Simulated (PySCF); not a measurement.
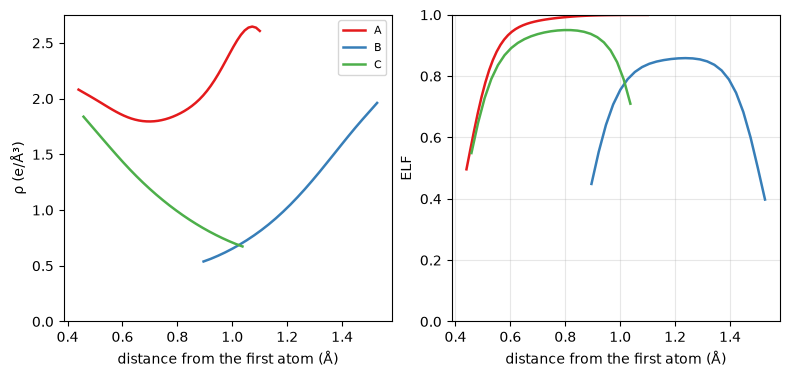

Figure 1: CH3AlCl2 (SMILES [CH3][Al]([Cl])[Cl]). Electron density and ELF along straight lines between neighbouring atoms. The curves leave out the atomic cores.

Geometry: PBE0-D3(BJ)/ma-def2-SVP.

These are results of PySCF 2.14.0, density-fitted response routines, DFT single point, gas phase, functional PBE0, not measurements.

```yaml
atoms:
  - { symbol: C, position_ang: [-0.8194, -0.1785, 0.4933] }
  - { symbol: Al, position_ang: [0.7893, 0.1518, -0.5193] }
  - { symbol: Cl, position_ang: [2.1145, -1.3786, -1.1042] }
  - { symbol: Cl, position_ang: [1.3465, 2.1024, -1.0875] }
  - { symbol: H, position_ang: [-0.6965, 0.1973, 1.5232] }
  - { symbol: H, position_ang: [-1.0591, -1.2508, 0.5496] }
  - { symbol: H, position_ang: [-1.6772, 0.3577, 0.0575] }
```

**Which curve belongs to which contact (Al–Cl, C–Al and C–H)? The first atom named is at distance zero.**

Curve A: C–H (1.10 Å): ρ is about 1.9 e/Å³ halfway; the ELF climbs to about 1 towards the hydrogen, as it does in any bond to H (an ordinary covalent bond to hydrogen). Curve B: Al–Cl (2.11 Å): ρ is about 0.73 e/Å³ halfway; the ELF peaks at about 0.85 in the valence shell of Cl, 0.9 Å from its nucleus, and is about 0.80 at the midpoint. Curve C: C–Al (1.93 Å): ρ is about 0.75 e/Å³ halfway; the ELF peaks at about 0.95 between the atoms; a shared but strongly polarised pair.
